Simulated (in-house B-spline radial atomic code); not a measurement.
## Run report: Ba⁵⁺, RPA and GW calculation

Ba⁵⁺, configuration [Kr] 4d10 5s2 5p3. Computed at this level: RPA, second-order and SOSEX correlation energies and G0W0 (contour deformation) on a scalar-relativistic (spin-free one-electron X2C) mean field, all electrons, B-spline basis (in-house B-spline radial atomic code).

## Input file
```
Z = 56
electrons = 51.0
configuration = [Kr] 4d10 5s2 5p3
hamiltonian = x2c
method = r2scan
lmax = 9
rms_radius = 4.8378
spin_polarised = True
box_radius = 10.43
intervals = 67
```

Hardware: 1 CPU thread, shared host.

Launched within a batch (the task file carries these settings):
```bash
python <driver script> task.json out
```

The program writes its results to a structured record and prints no log; tables and figures of this report are taken from that record.

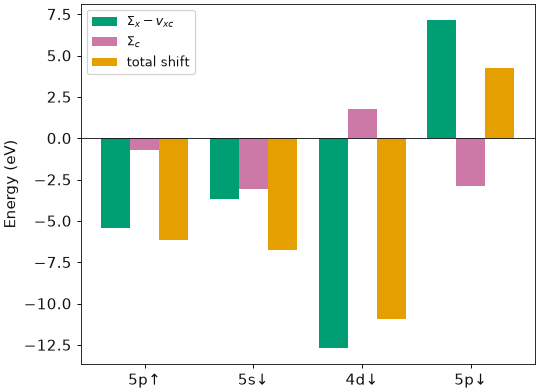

Fig. 1: Parts of the G₀W₀ correction to each level for Ba⁵⁺ ([Kr] 4d¹⁰ 5s² 5p³). All-electron spherical atom, scalar X2C, r2SCAN start, no spin-orbit coupling, Breit or QED terms; computed with a B-spline radial code. The quasi-particle equation is solved at full frequency; levels of low quasi-particle weight Z are left out. Σ columns are in eV, and Σc holds an estimate for the angular momenta beyond the basis. G₀W₀ moves the highest occupied level, 5p↑, from −68.29 to −74.42 eV (renormalisation factor Z = 0.95). The empty level 5p↓ goes from −63.43 to −59.17 eV.

| Level | Mean field (eV) | Σx − vxc (eV) | Σc (eV) | Z | G₀W₀ (eV) |
| --- | --- | --- | --- | --- | --- |
| 5p↑ | −68.29 | −5.42 | −0.71 | 0.95 | −74.42 |
| 5s↓ | −80.96 | −3.71 | −3.05 | 0.96 | −87.72 |
| 4d↓ | −144.91 | −12.69 | 1.77 | 0.90 | −155.83 |
| 5p↓ | −63.43 | 7.15 | −2.88 | 0.95 | −59.17 |

## Key numbers

- outcome: converged
- mean-field total energy: −8129.01606 hartree
- total energy with exact exchange alone: −8126.05502 hartree
- exact exchange energy: −195.45996 hartree
- RPA correlation, extrapolated in the angular momentum of the empty orbitals: −4.09073 hartree
- RPA correlation, as summed: −4.02353 hartree
- direct second-order term: −4.64006 hartree
- second-order exchange term: 1.26950 hartree
- SOSEX term: 1.18755 hartree
- wall time: 5.1 s

## Notes

Limits: spin-orbit coupling, Breit and QED terms are absent.
